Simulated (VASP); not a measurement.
Band structure of La2O3 (a-type). Method: PBE GGA with D4 dispersion, VASP's PBE PAW potentials (set 64) (plane waves; VASP).

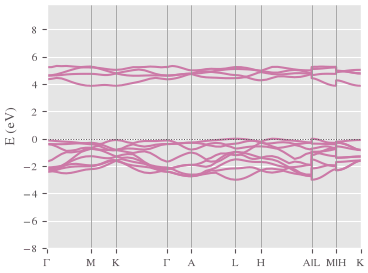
Figure: Bands along high-symmetry lines, zero at the valence-band maximum or, without a gap, the Fermi level

Read the plot: is there a gap, and where are the band edges?

The gap is indirect, 3.88 eV, from the valence maximum at H-A at 0.22 to the conduction minimum at M. (Edges off the drawn lines would not show.)

The compound is La2O3 in the a-type structure. It was relaxed first.
